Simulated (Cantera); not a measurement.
Input: 1 mol C3H8, 0.0073 mol O2, 0.25 mol N2, 0.013 mol NH3, held at 188 Torr.

These are equilibrium values from Cantera (NASA tables, ideal gas, pure condensed phases), not measurements of a reactor. Candidate condensed phases: C, C6H6, C7H8, C8H18, H2O; 136 gas species. Equilibrium is a limit: real reactors are often held back by kinetics, nucleation or transport.

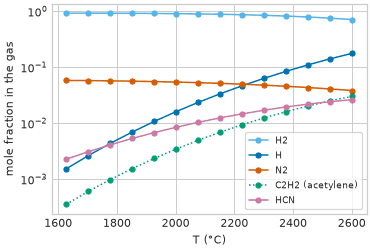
*Equilibrium gas composition (values under 1e-9 drawn at 1e-9)*

From 1627 °C to 2602 °C the condensed part is C(graphite). The main C-bearing gas is CO at 1627 °C and C2H2 (acetylene) at 2602 °C. The share of C in condensed phases is highest at 1627 °C (99.1 %) and lowest at 2602 °C (84.1 %).
